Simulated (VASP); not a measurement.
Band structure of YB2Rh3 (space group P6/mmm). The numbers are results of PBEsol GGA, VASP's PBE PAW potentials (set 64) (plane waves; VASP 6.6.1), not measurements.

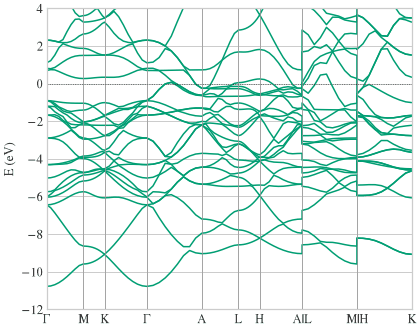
*Bands along high-symmetry lines, zero at the valence-band maximum or, without a gap, the Fermi level*

Read the plot: is there a gap, and where are the band edges?

It has no gap at this level: it comes out as a metal or semimetal. (Edges off the drawn lines would not show.)

The structure comes from a computed database's YB2Rh3 entry (P6/mmm); how it stands against other phases isn't given here. It was relaxed first.
